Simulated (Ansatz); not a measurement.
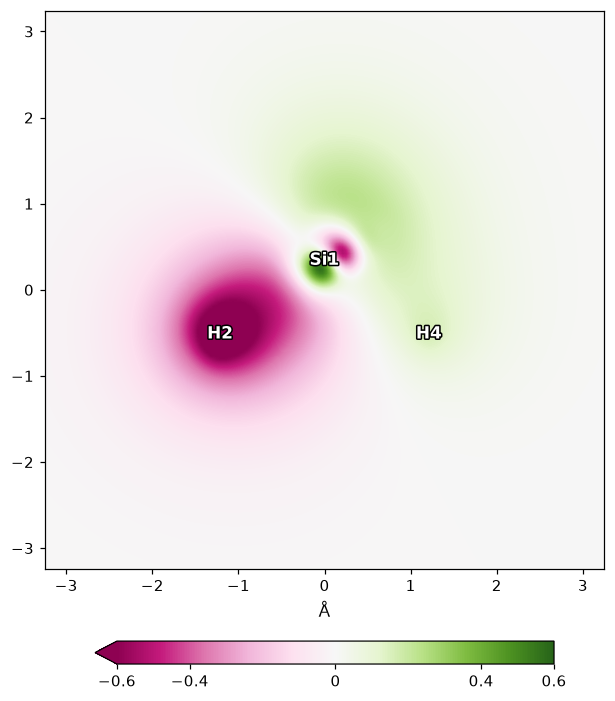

*SiH₄. The HOMO on the plane of atoms H2, Si1 and H4 (values in Å⁻³ᐟ²; the overall sign is arbitrary).*

The product side of a reaction path; geometry: PBE0-D4/def2-TZVP.

Level of theory: RKS PBE0-D4/def2-TZVPP in Ansatz.

```xyz
5

Si    0.0000    0.0001    0.0000
H     0.2067    0.2080   -1.4553
H    -0.5227   -1.3694    0.2351
H    -0.9763    0.9962    0.5084
H     1.2923    0.1651    0.7118
```

Q: Where does this orbital lie, and at what energy?

A: It lies mainly on Si1 (about 45 %), H2 (about 35 %) and H3 (about 15 %). It is one of a degenerate set, so its orientation is arbitrary. Its energy is −9.86 eV.
